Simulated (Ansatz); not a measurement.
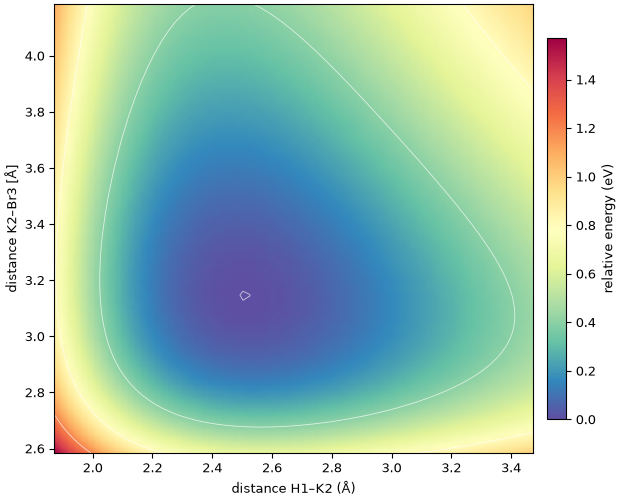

The system H⁻ + KBr. First axis: distance H1–K2. Second axis: distance K2–Br3. Nothing is relaxed (the angle H1–K2–Br3 is fixed at 180 degrees). The grid has 17 × 17 points. Points are written as (first, second). Energies: eV, counted from the lowest grid point. The reference is spin-restricted, so regions where a bond is pulled apart into radicals lie too high. The calculation used Ansatz 0.2.0, RHF/def2-TZVPD.

The picture shows a smooth colour map with a few white contour lines. Between grid points the surface is interpolated.

The lowest grid point is at (2.522 Å, 3.130 Å). It is the only kind of minimum in the scanned range. The highest grid point, (1.872 Å, 2.584 Å), lies 1.57 eV above the lowest. Round the minimum the two coordinates are weakly coupled (coupling 0.10 in units of the two stiffnesses).

The level of theory is changed to Ansatz 0.2.0, RKS PBE0-D4/def2-SVPD; with it change the reference geometry, relaxed at the new level.

### What will the new map look like?

The minimum (interpolated where it lies between grid points) moves from about (2.508 Å, 3.145 Å) to about (2.432 Å, 3.080 Å). The span from the lowest to the highest grid point shrinks from 1.57 to 1.25 eV. The curvature at the minimum changes by less than a tenth (about 2.2) eV/Å² along distance H1–K2 and by less than a tenth (about 2.2) eV/Å² along distance K2–Br3.

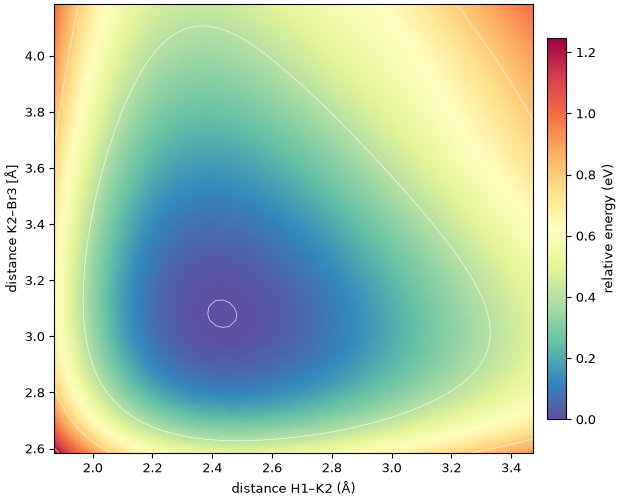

The map after the change, on a colour scale of its own. The picture shows a smooth colour map with a few white contour lines. Between grid points the surface is interpolated.
